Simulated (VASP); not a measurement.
Band structure of La (dhcp). Computed with PBE GGA with D4 dispersion, VASP's PBE PAW potentials (set 64) (plane waves; VASP).

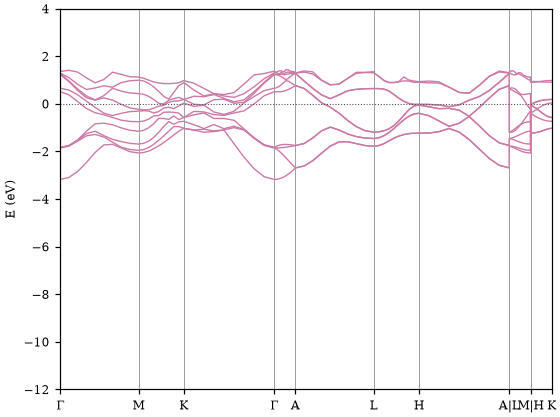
*Bands along high-symmetry lines, zero at the valence-band maximum or, without a gap, the Fermi level*

Question: Read the plot: is there a gap, and where are the band edges?

Answer: It has no gap at this level: it comes out as a metal or semimetal. (Edges off the drawn lines would not show.)

The compound is La in the dhcp structure. It was relaxed first, which changed the volume by -6 %.
